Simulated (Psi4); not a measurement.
# SiH4 (silane), step by step

Aim: a structure relaxation (SVWN-RPA/6-31G*), then vibrational wavenumbers, then a single-point energy (CCSD(T)/def2-TZVP) of SiH4 (silane). 

Program for the calculation: Psi4 1.11.

### Step 1. Starting point

The species is SiH4 (5 atoms), meant as a singlet with charge 0. As SMILES, `[SiH4]`. Geometry: relaxed at PBE0-D4/def2-TZVP. The run starts from this shape.

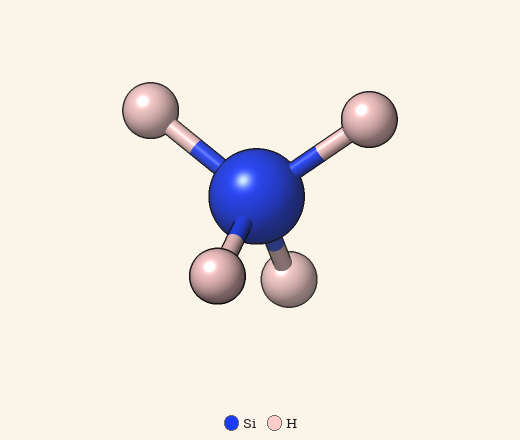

The structure, seen from a chosen angle (silicon blue, hydrogen pink).

### Step 2. A structure relaxation at SVWN-RPA/6-31G(d) (density fitting, Cartesian functions) (run 1)

The input, h4si.xyz:

```xyz
5
H4Si
Si     0.000000     0.000000    -0.000100
H      0.967600    -0.688400     0.890900
H     -1.331000     0.044900     0.656000
H     -0.105100    -0.740300    -1.282600
H      0.468500     1.383800    -0.264200
```

The input, calc.py:

```python
import psi4

psi4.set_memory('1600 MB')
psi4.set_num_threads(1)
psi4.core.set_output_file('output.dat', False)

with open('h4si.xyz') as f:
    atoms = ''.join(f.readlines()[2:])
geom = psi4.geometry('0 1\n' + atoms + '')

psi4.set_options(dict(geom_maxiter=60))

e_tot, wfn = psi4.optimize("svwn/6-31G*", molecule=geom, return_wfn=True)
print(f'total energy {e_tot:.8f} hartree = {e_tot * 27.211386:.5f} eV')
print(geom.to_string(dtype='xyz', units='Angstrom'))
for k, v in sorted(psi4.core.scalar_variables().items()):
    print(f'{k:45s} {v:18.10f}')
```

The run is started by

```console
python calc.py
```

output.dat:

```text
[...]
  Running in c1 symmetry.
[...]
  Nuclear repulsion =   21.270588269772578
[...]
  Multiplicity = 1
[...]
  Nalpha       = 9
  Nbeta        = 9
[...]
    Number of basis functions: 27
[...]
   @DF-RKS iter   1:  -290.93844068417684   -2.63995e-01   9.14212e-03 ADIIS/DIIS
[...]
   @DF-RKS iter   5:  -290.99592118130806   -1.36424e-12   3.38215e-09 DIIS
[...]
  @DF-RKS Final Energy:  -290.99592118130806
   => Energetics <=
    Nuclear Repulsion Energy =             21.1090312544977614
    One-Electron Energy =                -445.3206917628427277
    Two-Electron Energy =                 154.6633967694879175
    DFT Exchange-Correlation Energy =     -21.4476574424510069
    Empirical Dispersion Energy =           0.0000000000000000
    VV10 Nonlocal Energy =                  0.0000000000000000
    Total Energy =                       -290.9959211813080628
[...]
 Multipole Moments:
 ------------------------------------------------------------------------------------
     Multipole            Electronic (a.u.)      Nuclear  (a.u.)        Total (a.u.)
 ------------------------------------------------------------------------------------
 L = 1.  Multiply by 2.5417464519 to convert [e a0] to [Debye]
 Dipole X            :          0.0000126           -0.0000095            0.0000032
 Dipole Y            :          0.0000455           -0.0000321            0.0000134
 Dipole Z            :         -0.0002562            0.0001808           -0.0000754
 Magnitude           :                                                    0.0000766
[...]
  -Total Gradient:
     Atom            X                  Y                   Z
    ------   -----------------  -----------------  -----------------
       1       -0.000001283485     0.000002797770    -0.000011370445
       2        0.000004887952     0.000001093492     0.000009403480
       3       -0.000003070458     0.000000517737     0.000001863354
       4       -0.000002062238    -0.000004052856    -0.000004378409
       5       -0.000001732030     0.000007046137    -0.000000512260
[...]
    Final optimized geometry and variables:
    Molecular point group: c1
    Full point group: C1
    Geometry (in Angstrom), charge = 0, multiplicity = 1:
    SI           0.000000363620     0.000001232764    -0.000006955067
    H            0.975063354823    -0.693684002820     0.897749036095
    H           -1.341226021770     0.045257481794     0.661015906743
    H           -0.105915463288    -0.745949897561    -1.292377260301
    H            0.472068036262     1.394342197423    -0.266194611912
[...]
```

The script printed:

```text
Some dependencies such as QCElemental have not yet finished migration to pydantic v2. If issues are encountered please downgrade pydantic or upgrade QCElemental as appropriate
Optimizer: Optimization complete!
total energy -290.99592118 hartree = -7918.40234 eV
5
0 1 H4Si
Si                    0.000000363620     0.000001232764    -0.000006955067
H                     0.975063354823    -0.693684002820     0.897749036095
H                    -1.341226021770     0.045257481794     0.661015906743
H                    -0.105915463288    -0.745949897561    -1.292377260301
H                     0.472068036262     1.394342197423    -0.266194611912

CURRENT ENERGY                                   -290.9959211813
CURRENT REFERENCE ENERGY                         -290.9959211813
DD SOLVATION ENERGY                                 0.0000000000
DFT FUNCTIONAL TOTAL ENERGY                      -290.9959211813
DFT TOTAL ENERGY                                 -290.9959211813
DFT VV10 ENERGY                                     0.0000000000
DFT XC ENERGY                                     -21.4476574425
GRID ELECTRONS ALPHA                                9.0000004890
GRID ELECTRONS BETA                                 9.0000004890
GRID ELECTRONS TOTAL                               18.0000009780
NUCLEAR REPULSION ENERGY                           21.1090312545
ONE-ELECTRON ENERGY                              -445.3206917628
OPTIMIZATION ITERATIONS                             3.0000000000
PCM POLARIZATION ENERGY                             0.0000000000
PE ENERGY                                           0.0000000000
SCF ITERATION ENERGY                             -290.9959211813
SCF ITERATIONS                                      5.0000000000
SCF TOTAL ENERGY                                 -290.9959211813
TWO-ELECTRON ENERGY                               154.6633967695
XC GRID RADIAL POINTS                              75.0000000000
XC GRID SPHERICAL POINTS                          302.0000000000
XC GRID TOTAL POINTS                           109426.0000000000
```

It took 5.1 s on 1 thread of AMD EPYC 7B13 (Zen 3), shared host; peak memory 0.26 GiB.

Step by step:

| step | energy from the first frame kept (eV) | largest force (eV/Å) |
| --- | --- | --- |
| 0 | 0.0000 | 0.2080 |
| 1 | -0.0046 | 0.0142 |
| 2 | -0.0047 | 0.0006 |

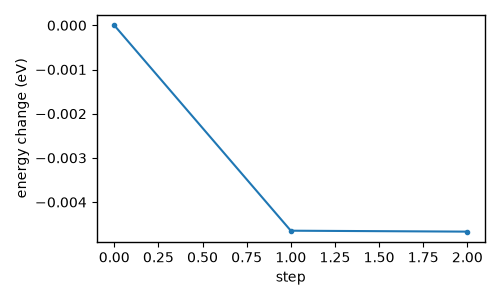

Energy along the run.

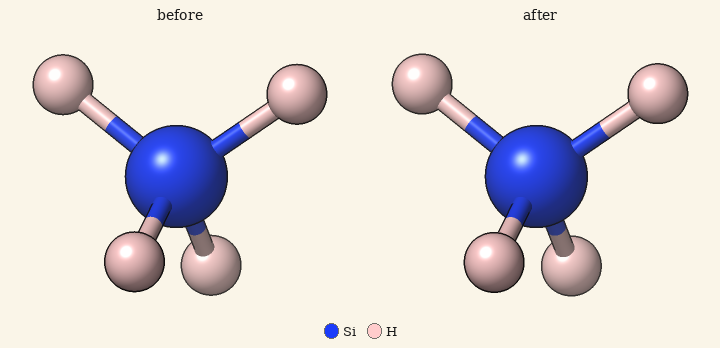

Before and after, at one scale.

After the run. Bond lengths: Si1–H2 1.496 Å, Si1–H3 1.496 Å, Si1–H4 1.496 Å, Si1–H5 1.496 Å. Angles: H2–Si1–H3 109.5°, H2–Si1–H4 109.5°, H2–Si1–H5 109.5°, H3–Si1–H4 109.5°, H3–Si1–H5 109.5°, H4–Si1–H5 109.5°.

### Step 3. The harmonic vibrations at SVWN-RPA/6-31G(d) (density fitting, Cartesian functions) (run 2)

The input, calc.dat:

```
memory 1600 MB

molecule m {
  Si     0.00000000     0.00000189    -0.00017197
  H      1.84260202    -1.31087278     1.69634100
  H     -2.53454981     0.08552334     1.24898047
  H     -0.20015034    -1.40964120    -2.44239921
  H      0.89207923     2.63492450    -0.50319438
  units au
}

set basis 6-31G*
set reference rks
set t 298.15
set rotational_symmetry_number 12

E, wfn = frequencies("svwn", return_wfn=True)
```

The run is started by

```console
psi4 calc.dat calc.out -n 1
```

calc.out:

```text
[...]
  Running in c1 symmetry.
[...]
  Nuclear repulsion =   21.109030272890639
[...]
  Multiplicity = 1
[...]
  Nalpha       = 9
  Nbeta        = 9
[...]
    Number of basis functions: 27
[...]
   @DF-RKS iter   1:  -290.93944123500563   -2.74762e-01   9.08862e-03 DIIS/ADIIS
[...]
  -Total Gradient:
     Atom            X                  Y                   Z
    ------   -----------------  -----------------  -----------------
       1       -0.000001442257     0.000002748244    -0.000011134224
       2        0.000004816406     0.000001844627     0.000009486857
       3       -0.000003396244    -0.000000660638     0.000001725297
       4       -0.000001844996    -0.000003761559    -0.000004676737
       5       -0.000001370660     0.000006796330    -0.000000137663
[...]
   @DF-RKS iter   8:  -290.99592113251333   -2.84217e-13   1.51230e-09 DIIS
[...]
    Orbital Energies [Eh]
    ---------------------
    Doubly Occupied:
       1A    -65.134153     2A     -5.038573     3A     -3.478542
       4A     -3.478542     5A     -3.478542     6A     -0.511505
       7A     -0.327933     8A     -0.327929     9A     -0.327919
[...]
  @DF-RKS Final Energy:  -290.99592113251333
   => Energetics <=
    Nuclear Repulsion Energy =             21.1090302728906387
    One-Electron Energy =                -445.3206894176854007
    Two-Electron Energy =                 154.6633951969990051
    DFT Exchange-Correlation Energy =     -21.4476571847176416
    Empirical Dispersion Energy =           0.0000000000000000
    VV10 Nonlocal Energy =                  0.0000000000000000
    Total Energy =                       -290.9959211325133310
[...]
  ==> Harmonic Vibrational Analysis <==
[...]
  Freq [cm^-1]                 841.6258            841.7601            841.9235
[...]
  IR activ [km/mol]            89.5226             89.5036             89.5143
[...]
  Freq [cm^-1]                 930.2880            930.5903           2193.4563
[...]
  IR activ [km/mol]             0.0015              0.0009              0.0004
[...]
  Freq [cm^-1]                2218.6035           2218.6169           2218.6785
[...]
  IR activ [km/mol]            107.7098            107.7078            107.7225
[...]
  Total E_0, Enthalpy at 0 [K]                                                         -290.96576835 [Eh]
[...]
  Total H, Enthalpy at  298.15 [K]                                                     -290.96169294 [Eh]
[...]
  Total G, Gibbs energy at  298.15 [K]                                                 -290.98502504 [Eh]
[...]
```

It took 11 s on 1 thread of AMD EPYC 7B13 (Zen 3), shared host; peak memory 0.25 GiB.

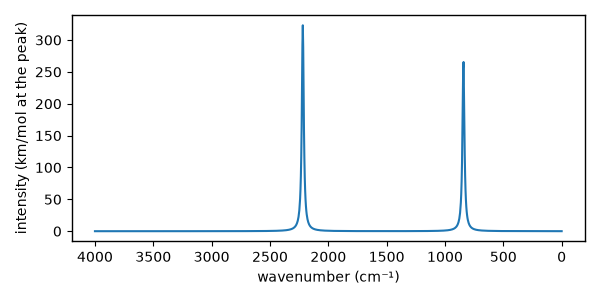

Harmonic infrared spectrum, unscaled, lines broadened by 10 cm⁻¹.

### Step 4. The energy at CCSD(T)/def2-TZVP (run 3)

The input, job.dat:

```
memory 1.6 GB

molecule m {
  0 1
  Si
  H 1 R2
  H 1 R3 2 A3
  H 1 R4 3 A4 2 D4
  H 1 R5 4 A5 3 D5

  R2 = 1.495965
  R3 = 1.495957
  A3 = 109.46496
  R4 = 1.495956
  A4 = 109.47198
  D4 = 119.99951
  R5 = 1.495958
  A5 = 109.47483
  D5 = -120.00404
  units angstrom
}

set basis def2-TZVP
set scf_type pk
set num_frozen_docc 5

E, wfn = energy('ccsd(t)', return_wfn=True)
```

The run is started by

```console
psi4 -i job.dat -o job.out -n 1
```

job.out:

```text
[...]
  Running in c1 symmetry.
[...]
  Nuclear repulsion =   21.109031079440097
[...]
  Multiplicity = 1
[...]
  Nalpha       = 9
  Nbeta        = 9
[...]
    Number of basis functions: 61
[...]
   @RHF iter   1:  -291.22857416142597   -4.97294e-01   2.94831e-03 ADIIS/DIIS
[...]
   @RHF iter   8:  -291.25730709930554   -9.60654e-12   2.66145e-09 DIIS
[...]
    Orbital Energies [Eh]
    ---------------------
    Doubly Occupied:
       1A    -68.775981     2A     -6.125737     3A     -4.231911
       4A     -4.231911     5A     -4.231910     6A     -0.726462
       7A     -0.484491     8A     -0.484486     9A     -0.484474
[...]
  @RHF Final Energy:  -291.25730709930554
   => Energetics <=
    Nuclear Repulsion Energy =             21.1090310794400970
    One-Electron Energy =                -445.1779490813376583
    Two-Electron Energy =                 132.8116109025920366
    Total Energy =                       -291.2573070993055353
[...]
 Multipole Moments:
 ------------------------------------------------------------------------------------
     Multipole            Electronic (a.u.)      Nuclear  (a.u.)        Total (a.u.)
 ------------------------------------------------------------------------------------
 L = 1.  Multiply by 2.5417464519 to convert [e a0] to [Debye]
 Dipole X            :         -0.0000723            0.0000454           -0.0000269
 Dipole Y            :         -0.0002108            0.0001328           -0.0000779
 Dipole Z            :         -0.0001870            0.0001171           -0.0000699
 Magnitude           :                                                    0.0001081
[...]
      * MP2 total energy                      = -291.388276632031761
[...]
      * CCSD total energy                     = -291.419845855078051
[...]
      * CCSD(T) total energy                  = -291.423337893206053
[...]
```

Run time: 5.1 s. Hardware: 1 thread of AMD EPYC 7B13 (Zen 3), shared host; peak memory 0.34 GiB.

### Step 5. Summary of results

```
                                                                          quantity             value
                                   run 1, SVWN-RPA/6-31G*: total energy at the end     -290.99592 Eh
                                             run 1, SVWN-RPA/6-31G*: dipole moment            0.00 D
                                               run 1, SVWN-RPA/6-31G*: HOMO energy          -8.92 eV
                                               run 1, SVWN-RPA/6-31G*: LUMO energy           0.15 eV
                                             run 1, SVWN-RPA/6-31G*: HOMO–LUMO gap           9.08 eV
                                run 2, SVWN-RPA/6-31G*: lowest harmonic wavenumber          842 cm⁻¹
                               run 2, SVWN-RPA/6-31G*: highest harmonic wavenumber         2219 cm⁻¹
                                         run 2, SVWN-RPA/6-31G*: zero-point energy       79.2 kJ/mol
run 2, SVWN-RPA/6-31G*: ideal-gas entropy at 298.15 K (symmetry number 12 as used)  49.1 cal/(mol K)
                                            run 3, CCSD(T)/def2-TZVP: total energy     -291.42334 Eh
                     run 3, CCSD(T)/def2-TZVP: HOMO energy (Hartree–Fock orbitals)         -13.18 eV
                     run 3, CCSD(T)/def2-TZVP: LUMO energy (Hartree–Fock orbitals)           3.89 eV
                   run 3, CCSD(T)/def2-TZVP: HOMO–LUMO gap (Hartree–Fock orbitals)          17.07 eV
             run 3, CCSD(T)/def2-TZVP: correlation energy (5 core orbitals frozen)        -166.0 mEh
                                          run 3, CCSD(T)/def2-TZVP: (T) correction         -3.49 mEh
                                           run 3, CCSD(T)/def2-TZVP: T1 diagnostic             0.012
```

The optimisation (run 1, SVWN-RPA/6-31G*) took 3 steps and changed the energy by -0.005 eV. All 9 modes (run 2, SVWN-RPA/6-31G*) are real, so the shape is a minimum at this level. The triples (run 3, CCSD(T)/def2-TZVP) make up 2.1 % of the correlation energy.
